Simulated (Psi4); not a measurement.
**revPBE/cc-pVDZ run of C2F3N (cyanotrifluoromethane)**

What is the vertical ionisation energy of C2F3N (cyanotrifluoromethane) at revPBE/cc-pVDZ? 

Program for the calculation: Psi4 1.11.

3 further runs of the same task are left out: 3 that didn't finish.

## Step 1: The system as given

C2F3N has 6 atoms, charge 0, and is taken as a singlet. As SMILES, `N#CC(F)(F)F`. Geometry: relaxed at PBE0-D4/def2-TZVP.

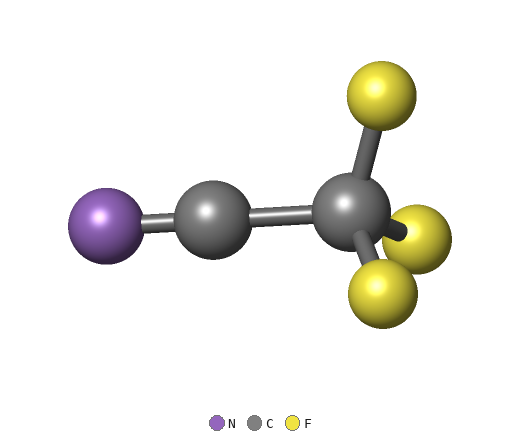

Viewed from a chosen angle; nitrogen purple, carbon grey, fluorine yellow.

## Step 2: Energy and forces at revPBE/cc-pVDZ

Input file job.dat:

```
memory 1.6 GB

molecule {
  0 1
  N      1.022100    -1.705100     0.893500
  C      0.486200    -0.810600     0.417800
  C     -0.206400     0.345600    -0.197200
  F     -1.316000    -0.055800    -0.802300
  F      0.581500     0.927000    -1.091500
  F     -0.525200     1.234800     0.733600
  units angstrom
  symmetry c1
}

set puream true
set e_convergence 1e-09
set d_convergence 1e-08
set scf_type pk
set dft_radial_points 99
set dft_spherical_points 590

E, wfn = gradient("revpbe/cc-pVDZ", return_wfn=True)
oeprop(wfn, "QUADRUPOLE", "MAYER_INDICES", "WIBERG_LOWDIN_INDICES", title="REVPBE")
```

The run is started by

```sh
$ psi4 job.dat job.out -n 1
```

job.out:

```text
[...]
  Running in c1 symmetry.
[...]
  Nuclear repulsion =  232.270648827243065
[...]
  Multiplicity = 1
[...]
  Nalpha       = 23
  Nbeta        = 23
[...]
    Number of basis functions: 84
[...]
   @RKS iter   1:  -430.18013554742726   -1.11328e-01   7.31843e-03 ADIIS/DIIS
[...]
   @RKS iter  12:  -430.34877393591142   -4.03588e-12   8.25916e-09 DIIS
[...]
    Orbital Energies [Eh]
    ---------------------
    Doubly Occupied:
       1A    -24.349377     2A    -24.349347     3A    -24.349331
       4A    -14.050040     5A    -10.195806     6A     -9.977301
       7A     -1.256218     8A     -1.164902     9A     -1.164879
      10A     -0.869762    11A     -0.711881    12A     -0.601958
      13A     -0.566871    14A     -0.566864    15A     -0.431642
      16A     -0.431634    17A     -0.399919    18A     -0.399911
      19A     -0.398495    20A     -0.370559    21A     -0.339664
      22A     -0.338972    23A     -0.338970
[...]
  @RKS Final Energy:  -430.34877393591142
   => Energetics <=
    Nuclear Repulsion Energy =            232.2706488272430647
    One-Electron Energy =               -1054.7320801385360483
    Two-Electron Energy =                 441.0985874546703371
    DFT Exchange-Correlation Energy =     -48.9859300792888135
    Empirical Dispersion Energy =           0.0000000000000000
    VV10 Nonlocal Energy =                  0.0000000000000000
    Total Energy =                       -430.3487739359114244
[...]
  -Total Gradient:
     Atom            X                  Y                   Z
    ------   -----------------  -----------------  -----------------
       1       -0.031283688327     0.052220391916    -0.027773700126
       2        0.026066168443    -0.043515416878     0.023147789448
       3       -0.007381564501     0.012297951894    -0.006586599189
       4        0.023826960218     0.009579886335     0.012840865050
       5       -0.017712975735    -0.011942169729     0.019144237679
       6        0.006478363640    -0.018660573321    -0.020764798690
[...]
 Multipole Moments:
 ------------------------------------------------------------------------------------
     Multipole            Electronic (a.u.)      Nuclear  (a.u.)        Total (a.u.)
 ------------------------------------------------------------------------------------
 L = 1.  Multiply by 2.5417464519 to convert [e a0] to [Debye]
 Dipole X            :         -1.2651705            0.9986296           -0.2665408
 Dipole Y            :          2.1118549           -1.6670183            0.4448366
 Dipole Z            :         -1.1233377            0.8866248           -0.2367130
 Magnitude           :                                                    0.5700496
 L = 2.  Multiply by 1.3450342976 to convert [e a0^2] to [Debye ang]
 Quadrupole XX       :       -130.5664680          107.0214378          -23.5450302
 Quadrupole XY       :         55.5404353          -53.9103704            1.6300649
[...]
```

Run time: 20 s. Hardware: 1 thread of Intel Xeon Platinum 8488C (Sapphire Rapids), shared host; peak memory 1 GiB.

## Step 3: The doublet cation

Input file job.json:

```json
{
  "schema_name": "qcschema_input",
  "schema_version": 1,
  "molecule": {
    "schema_name": "qcschema_molecule",
    "schema_version": 2,
    "symbols": ["N", "C", "C", "F", "F", "F"],
    "geometry": [1.93148907, -3.22217202, 1.68847029, 0.91878484, -1.531812, 0.78952757, -0.39003947, 0.65308935, -0.37265399, -2.48687958, -0.10544672, -1.51612727, 1.09887574, 1.75177612, -2.06263607, -0.99248416, 2.33343382, 1.38630309],
    "molecular_charge": 1,
    "molecular_multiplicity": 2,
    "fix_symmetry": "c1",
    "fix_com": true,
    "fix_orientation": true
  },
  "driver": "gradient",
  "model": {
    "method": "revpbe",
    "basis": "cc-pVDZ"
  },
  "keywords": {
    "reference": "uks",
    "puream": true,
    "e_convergence": 1e-09,
    "d_convergence": 1e-08,
    "scf_type": "pk",
    "dft_radial_points": 99,
    "dft_spherical_points": 590,
    "maxiter": 200
  }
}
```

The run is started by

```sh
$ psi4 --qcschema job.json -n 1 --memory 1600MB
```

stdout, cut to the lines that bear on the results:

```text
[...]
  Running in c1 symmetry.
[...]
  Nuclear repulsion =  232.270648729480911
[...]
  Multiplicity = 2
[...]
  Nalpha       = 23
  Nbeta        = 22
[...]
    Number of basis functions: 84
[...]
   @UKS iter   1:  -429.61766180145531    4.51146e-01   7.23566e-03 ADIIS/DIIS
[...]
   @UKS iter  58:  -429.86396443881080   -3.41061e-12   4.36532e-09 DIIS
[...]
   @S^2 Observed:                7.541946482E-01
[...]
  @UKS Final Energy:  -429.86396443881080
   => Energetics <=
    Nuclear Repulsion Energy =            232.2706487294809108
    One-Electron Energy =               -1041.8101563657724000
    Two-Electron Energy =                 428.2232608308078170
    DFT Exchange-Correlation Energy =     -48.5477176333270890
    Empirical Dispersion Energy =           0.0000000000000000
    VV10 Nonlocal Energy =                  0.0000000000000000
    Total Energy =                       -429.8639644388107968
[...]
 Multipole Moments:
 ------------------------------------------------------------------------------------
     Multipole            Electronic (a.u.)      Nuclear  (a.u.)        Total (a.u.)
 ------------------------------------------------------------------------------------
 L = 1.  Multiply by 2.5417464519 to convert [e a0] to [Debye]
 Dipole X            :          5.1121077           -4.7314963            0.3806115
 Dipole Y            :         -8.3961769            7.9903289           -0.4058479
 Dipole Z            :          5.6910592           -5.4116087            0.2794505
 Magnitude           :                                                    0.6226317
[...]
  -Total Gradient:
     Atom            X                  Y                   Z
    ------   -----------------  -----------------  -----------------
       1       -0.054073537576     0.102065475266    -0.048938818574
       2        0.040490006376    -0.093285680047     0.035877376771
       3        0.015655537224    -0.011007629857     0.009486257352
       4        0.014793316789     0.011384918386     0.011042456867
       5       -0.015783094161    -0.002773285520     0.013757280782
       6       -0.001089261043    -0.006404024721    -0.021216408322
[...]
```

The result, in JSON:

```text
{
 "driver": "gradient",
 "model": {
  "method": "revpbe",
  "basis": "cc-pVDZ"
 },
 "success": true,
 "return_result": [-0.05407353757649297, 0.10206547526612009, -0.04893881857432081, 0.04049000637634925, -0.0932856800473647, 0.03587737677139269, 0.01565553722401425, -0.011007629856984502, 0.009486257352441907, 0.014793316788933142, 0.011384918386428522, 0.011042456866838662, -0.015783094160813027, -0.0027732855202788065, 0.013757280782450976, -0.001089261043182882, -0.006404024721446244, -0.02121640832194155],
 "properties": {
  "calcinfo_nbasis": 84,
  "calcinfo_nmo": 84,
  "calcinfo_nalpha": 23,
  "calcinfo_nbeta": 22,
  "calcinfo_natom": 6,
  "nuclear_repulsion_energy": 232.2706487294809,
  "return_energy": -429.8639644388108,
  "return_gradient": [-0.05407353757649297, 0.10206547526612009, -0.04893881857432081, 0.04049000637634925, -0.0932856800473647, 0.03587737677139269, 0.01565553722401425, -0.011007629856984502, 0.009486257352441907, 0.014793316788933142, 0.011384918386428522, 0.011042456866838662, -0.015783094160813027, -0.0027732855202788065, 0.013757280782450976, -0.001089261043182882, -0.006404024721446244, -0.02121640832194155],
  "scf_one_electron_energy": -1041.8101563657724,
  "scf_two_electron_energy": 428.2232608308078,
  "scf_xc_energy": -48.54771763332709,
  "scf_dipole_moment": [0.3806114534511691, -0.40584794967686655, 0.27945050492620815],
  "scf_total_energy": -429.8639644388108,
  "scf_total_gradient": [-0.05407353757649297, 0.10206547526612009, -0.04893881857432081, 0.04049000637634925, -0.0932856800473647, 0.03587737677139269, 0.01565553722401425, -0.011007629856984502, 0.009486257352441907, 0.014793316788933142, 0.011384918386428522, 0.011042456866838662, -0.015783094160813027, -0.0027732855202788065, 0.013757280782450976, -0.001089261043182882, -0.006404024721446244, -0.02121640832194155],
  "scf_iterations": 58
 }
}
```

Run time: 68 s. Hardware: 1 thread of Intel Xeon Platinum 8488C (Sapphire Rapids), shared host; peak memory 1 GiB.

## Step 4: Outcome

At revPBE/cc-pVDZ:

```
                                          quantity          value
                       singlet C2F3N: total energy  -430.34877 Eh
                      singlet C2F3N: dipole moment         1.45 D
                        singlet C2F3N: HOMO energy       -9.22 eV
                        singlet C2F3N: LUMO energy       -1.40 eV
                      singlet C2F3N: HOMO–LUMO gap        7.83 eV
           singlet C2F3N: largest force on an atom     3.441 eV/Å
                      doublet cation: total energy  -429.86396 Eh
doublet cation: HOMO energy (highest over α and β)      -16.96 eV
 doublet cation: LUMO energy (lowest over α and β)      -16.95 eV
                              doublet cation: ⟨S²⟩          0.754
          doublet cation: largest force on an atom     6.451 eV/Å
vertical ionisation energy (to the doublet cation)      13.192 eV
```

**Reading.** Removing an electron at fixed nuclei costs 13.19 eV (304 kcal/mol). The largest force (singlet C2F3N) is 3.44 eV/Å: the shape isn't a stationary point for this species at this level. The negative HOMO energy of the first species, 9.22 eV, lies 3.97 eV below that difference.
